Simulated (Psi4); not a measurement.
**AlH5O (Al(H2O)H3): wB97M-V/6-31+G(d,p) (spherical functions, sweep point 5)**

Aim: the vertical electron affinity of AlH5O (Al(H2O)H3) at wB97M-V/6-31+G** (spherical functions, sweep point 5), from 2 runs. 

The results are computed with Psi4 1.11.

**1. Starting point**

The species is AlH5O (7 atoms), meant as a singlet with charge 0. As SMILES, `[H][Al]([H])([H])<-[OH2]`. The shape comes from GFN2-xTB, which is rough for such elements, and wasn't checked as a minimum.

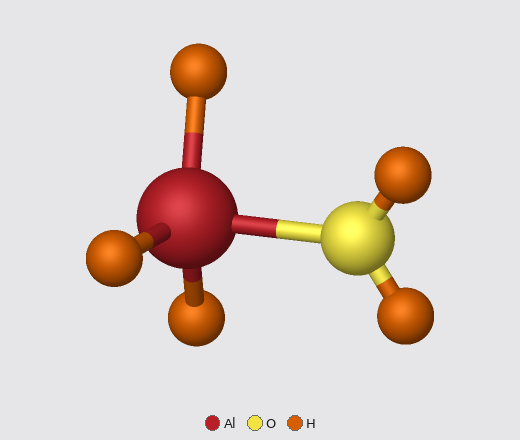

The structure, seen from a chosen angle (aluminium red, oxygen yellow, hydrogen orange).

**2. A single-point energy at wB97M-V/6-31+G(d,p) (spherical functions, sweep point 5)**

File calc.dat:

```
memory 1600 mb

molecule system {
  0 1
  Al     0.07213085    -0.11963856    -1.65917954
  O     -0.04712977     0.07201746     1.90684704
  H     -1.38838178    -0.60371081     2.94009260
  H      1.11108337     1.07370459     2.89371872
  H      3.03716783    -0.07579691    -1.84888914
  H     -1.39034710     2.35418301    -2.39906401
  H     -1.39452339    -2.70075878    -1.83352567
  units au
  symmetry c1
}

set basis 6-31+G**
set puream true
set scf_type pk
set dft_radial_points 99
set dft_spherical_points 590

energy_value, wavefunction = energy("wb97m-v", return_wfn=True)
```

The run is started by

```bash
$ psi4 -i calc.dat -o calc.out -n 1
```

calc.out:

```text
[...]
  Running in c1 symmetry.
[...]
  Nuclear repulsion =   63.207489970542454
[...]
  Multiplicity = 1
[...]
  Nalpha       = 13
  Nbeta        = 13
[...]
    Number of basis functions: 65
[...]
   @RKS iter   1:  -320.47638432782259   -5.93370e-01   7.47791e-03 ADIIS/DIIS
[...]
   @RKS iter   7:  -320.57702343844579   -3.86545e-08   3.67119e-07 DIIS
[...]
    Orbital Energies [Eh]
    ---------------------
    Doubly Occupied:
       1A    -56.255777     2A    -19.465124     3A     -4.242786
       4A     -2.759637     5A     -2.753385     6A     -2.753215
       7A     -1.252322     8A     -0.756636     9A     -0.668707
      10A     -0.539785    11A     -0.459371    12A     -0.359505
      13A     -0.349901
[...]
  @RKS Final Energy:  -320.57702343844579
   => Energetics <=
    Nuclear Repulsion Energy =             63.2074899705424542
    One-Electron Energy =                -568.9654810285476287
    Two-Electron Energy =                 206.5254356676707630
    DFT Exchange-Correlation Energy =     -21.4524448277523589
    Empirical Dispersion Energy =           0.0000000000000000
    VV10 Nonlocal Energy =                  0.1079767796409878
    Total Energy =                       -320.5770234384457922
[...]
 Multipole Moments:
 ------------------------------------------------------------------------------------
     Multipole            Electronic (a.u.)      Nuclear  (a.u.)        Total (a.u.)
 ------------------------------------------------------------------------------------
 L = 1.  Multiply by 2.5417464519 to convert [e a0] to [Debye]
 Dipole X            :         -0.0164683           -0.0963490           -0.1128174
 Dipole Y            :          0.0263777            0.1666711            0.1930488
 Dipole Z            :          0.7662772            1.2985805            2.0648577
 Magnitude           :                                                    2.0769287
[...]
```

Run time: 59 s. Hardware: 1 thread of Intel Xeon Platinum 8488C (Sapphire Rapids), shared host; peak memory 1.1 GiB.

**3. The doublet anion at the same level**

File job.in:

```
memory 1600 MB

molecule {
  -1 2
  Al     0.07213085    -0.11963856    -1.65917954
  O     -0.04712977     0.07201746     1.90684704
  H     -1.38838178    -0.60371081     2.94009260
  H      1.11108337     1.07370459     2.89371872
  H      3.03716783    -0.07579691    -1.84888914
  H     -1.39034710     2.35418301    -2.39906401
  H     -1.39452339    -2.70075878    -1.83352567
  units au
  symmetry c1
}

set basis 6-31+G**
set reference uks
set puream true
set scf_type pk
set dft_radial_points 99
set dft_spherical_points 590
set maxiter 150

energy_value, wavefunction = energy("wb97m-v", return_wfn=True)
```

The run is started by

```bash
$ psi4 -i job.in -o job.out -n 1
```

job.out:

```text
[...]
  Running in c1 symmetry.
[...]
  Nuclear repulsion =   63.207489970542454
[...]
  Multiplicity = 2
[...]
  Nalpha       = 14
  Nbeta        = 13
[...]
    Number of basis functions: 65
[...]
   @UKS iter   1:  -320.36067672731451   -4.77662e-01   8.88565e-03 ADIIS/DIIS
[...]
   @UKS iter  10:  -320.55855300569385   -5.61040e-08   4.35115e-07 DIIS
[...]
   @S^2 Observed:                7.504262727E-01
[...]
    Orbital Energies [Eh]
    ---------------------
    Alpha Occupied:
       1A    -56.098320     2A    -19.255677     3A     -4.085053
       4A     -2.601027     5A     -2.596239     6A     -2.596061
       7A     -1.046879     8A     -0.550242     9A     -0.474251
      10A     -0.338762    11A     -0.307104    12A     -0.209380
      13A     -0.199168    14A      0.018319
    Alpha Virtual:
      15A      0.172784    16A      0.174722    17A      0.180157
      18A      0.245445    19A      0.261663    20A      0.305509
      21A      0.326740    22A      0.332375    23A      0.355009
      24A      0.395219    25A      0.419527    26A      0.450674
[...]
  @UKS Final Energy:  -320.55855300569385
   => Energetics <=
    Nuclear Repulsion Energy =             63.2074899705424542
    One-Electron Energy =                -573.4751812865945340
    Two-Electron Energy =                 211.0842654714476794
    DFT Exchange-Correlation Energy =     -21.4849581353386050
    Empirical Dispersion Energy =           0.0000000000000000
    VV10 Nonlocal Energy =                  0.1098309742492045
    Total Energy =                       -320.5585530056938524
[...]
 Multipole Moments:
 ------------------------------------------------------------------------------------
     Multipole            Electronic (a.u.)      Nuclear  (a.u.)        Total (a.u.)
 ------------------------------------------------------------------------------------
 L = 1.  Multiply by 2.5417464519 to convert [e a0] to [Debye]
 Dipole X            :          0.1531986           -0.0963490            0.0568496
 Dipole Y            :         -0.2790078            0.1666711           -0.1123367
 Dipole Z            :         -1.2207347            1.2985805            0.0778458
 Magnitude           :                                                    0.1480249
[...]
```

Wall time 88 s (1 thread of Intel Xeon Platinum 8488C (Sapphire Rapids), shared host); peak memory 1.1 GiB.

**4. Results**

Level: wB97M-V/6-31+G** (spherical functions, sweep point 5).

| quantity | value |
| --- | --- |
| singlet AlH5O: total energy | -320.57702 Eh |
| singlet AlH5O: dipole moment | 5.28 D |
| singlet AlH5O: HOMO energy | -9.52 eV |
| singlet AlH5O: LUMO energy | 0.05 eV |
| singlet AlH5O: HOMO–LUMO gap | 9.57 eV |
| doublet anion: total energy | -320.55855 Eh |
| doublet anion: HOMO energy (highest over α and β) | 0.50 eV |
| doublet anion: LUMO energy (lowest over α and β) | 4.53 eV |
| doublet anion: ⟨S²⟩ | 0.750 |
| vertical electron affinity (to the doublet anion) | -0.503 eV |

What this shows: The anion lies 0.50 eV (48.5 kJ/mol) above the neutral: the electron isn't bound at this level, and such a value depends on the basis. The HOMO (doublet anion) lies at positive energy, 0.50 eV; only total energies tell whether the electron is bound.
